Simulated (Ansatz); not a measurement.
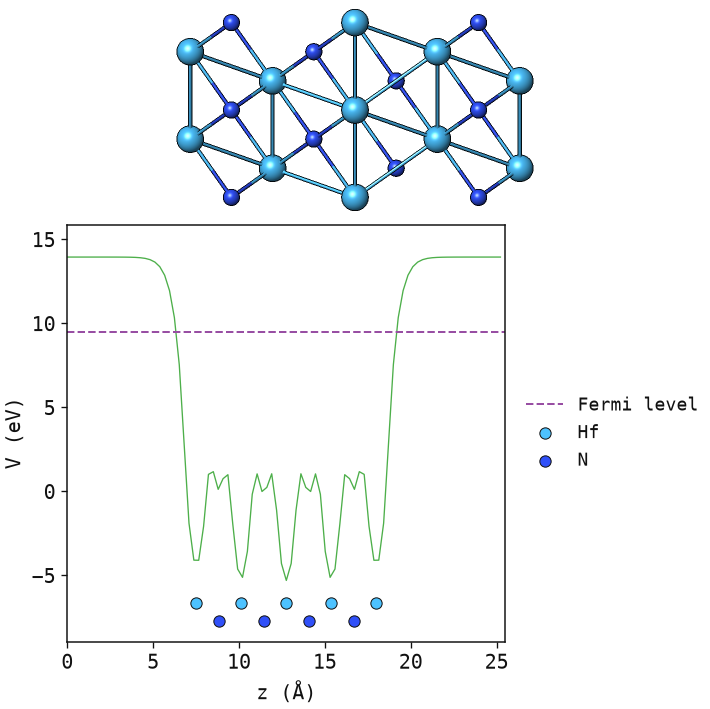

Plane-averaged electrostatic potential energy of an electron across the slab; circles at the bottom mark the heights of the atoms. The structure is drawn too. System: a (111) slab cut from HfN (Fm-3m), unrelaxed, of composition Hf₅N₄ (not the bulk's), ended by Hf planes, 9 atoms in the cell. Level of theory: DFT PBE, scalar-relativistic, plane waves, PAW, no spin polarisation, 12×12×1 k mesh, 420 eV cutoff, Gaussian smearing of 0.1 eV; code Ansatz.

The work function is 4.47 eV, the same on both faces. The two vacuum levels agree, so the slab has no net dipole along its normal. The outermost atoms are 10.5 Å apart, which leaves 15.0 Å of vacuum in a cell 25.5 Å high.

The atoms aren't at rest in this cell (largest force 0.8 eV/Å), so the relaxed material can differ. Spin-orbit coupling is left out, which matters for Hf.
